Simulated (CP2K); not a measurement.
Consider isocyanoacetaldehyde at its PBE geometry (Å).

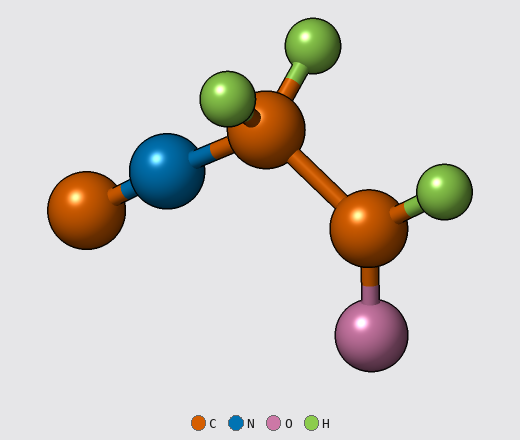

The molecule (carbon orange, nitrogen blue, oxygen pink, hydrogen green).

```xyz
8

C     2.3769    0.8401    0.2837
N     1.3765    0.2121    0.2282
C     0.1513   -0.4841    0.1411
C    -1.0435    0.3671   -0.2932
O    -1.0107    1.5461   -0.5691
H    -0.0981   -0.9363    1.1162
H     0.2394   -1.3222   -0.5716
H    -1.9918   -0.2227   -0.3353
```

Method: CP2K XAS_TDP, all-electron GAPW, PBEh(45%), aug-cc-pVDZ, TDA, GW2X-corrected core level, no relativity.

Where do the C K-edge lines lie, and how strong are they?

Leading lines: C1 289.13 eV, C3 291.81 eV and C4 288.69 eV. The leading line of an atom is its first one with 35 % of the strongest within 2.5 eV of its lowest line over the strength cut. Core ionisation energies at this level: C3 294.94, C4 296.41 and C1 294.90 eV.

The first six lines of each atom with a strength over 0.0015:

```
                       atom  energy (eV)  states  strength, one atom  above the computed threshold
           C1 (bonded to N)       289.13       1              0.0693                              
                                  289.19       1              0.0686                              
                                  294.13       1              0.0023                              
                                  294.40       1              0.0024                              
                                  294.89       1              0.0019                              
                                  295.08       1              0.0025                           yes
C3 (bonded to C, N and 2 H)       291.81       1              0.0161                              
                                  292.19       1              0.0213                              
                                  292.94       1              0.0094                              
                                  293.18       1              0.0205                              
                                  293.77       1              0.0078                              
                                  293.82       1              0.0019                              
  C4 (bonded to C, O and H)       288.69       1              0.0673                              
                                  293.66       1              0.0127                              
                                  294.77       1              0.0020                              
                                  295.00       1              0.0206                              
                                  295.23       1              0.0016                              
                                  295.82       1              0.0016
```

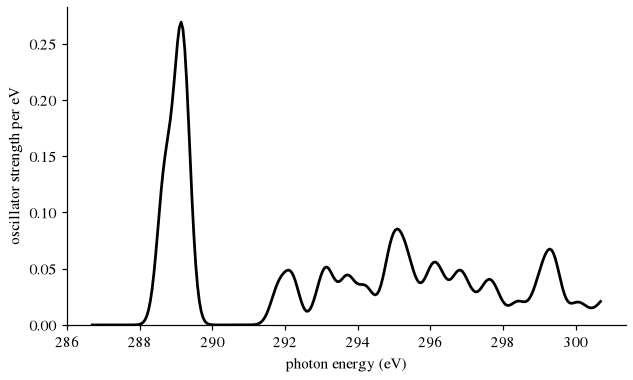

All atoms added, broadened by 0.5 eV.

Lines are vertical, at one geometry, with no vibrational structure. GW2X ionisation energies and lines can be off by 1 to 2 eV either way, and a good line position may hide errors that cancel. These values hold no scalar relativity, about 0.1 eV for C 1s. Rydberg lines, and the discretised continuum above threshold, depend on the basis and the box.

[Banner, clock and machine lines of the logs are left out without a mark of their own.]

[Logs are printed without paths, hosts, clocks, repeated set-up lines and the standing remarks that a program may print on its own settings, such as how far it seeks lower states.]

[Hosts, paths, dates, database ids (printed as entryN), source tags and the programs' standing remarks are cut or masked in the printed files.]
